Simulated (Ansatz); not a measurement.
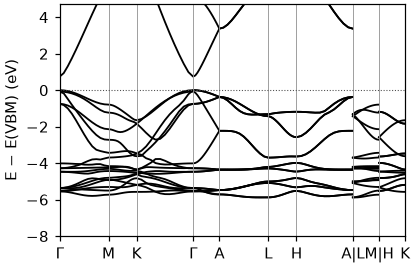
Figure: Band structure from PBE in the plane-wave PAW code Ansatz

Question: Read off the gap and where the band edges lie.

Answer: About 0.7 eV (0.74 eV by a search for the band edges); maximum at Γ, minimum at Γ.

The material is ZnO (wurtzite, P6_3mc).

The PBE relaxation kept the symmetry of its start; phonons on a q-mesh show no instability.

Potentials: the later of the program's two PAW sets.
